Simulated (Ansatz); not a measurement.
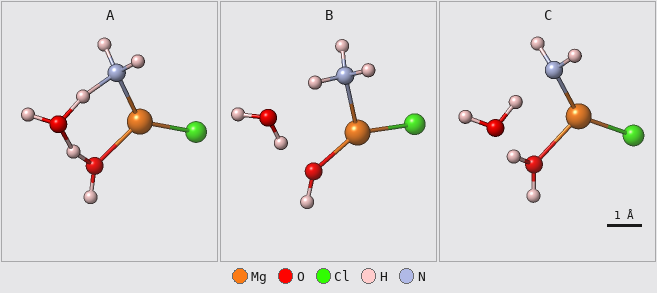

3 geometries from a converged minimum-energy path of MgNH$_{6}$O$_{2}$Cl, shuffled. A ball-and-stick model, seen at a tilt.

Level of theory: RKS BHLYP-D4/def2-SVP in Ansatz 0.2.0. Run with 5 movable images; climbing image; force threshold 0.05 eV/Å; iteration limit 60; starting path through a guess of the saddle point.

One of them is the converged climbing image. Which?

Answer. A. In order along the path, whose images run from 0 to 6: B (image 0, 0.00 eV), A (image 4, +0.78 eV), C (image 6, +0.70 eV). Breaking: H–N (1.03 → 1.68 Å), H–O (0.99 → 1.54 Å). Forming: 2 H–O (1.68–1.81 → 1.01 Å).

Cost: 2 min on 2 threads of Intel(R) Xeon(R) Platinum 8488C (Sapphire Rapids), with other jobs on the host, peak memory 0.25 GiB.
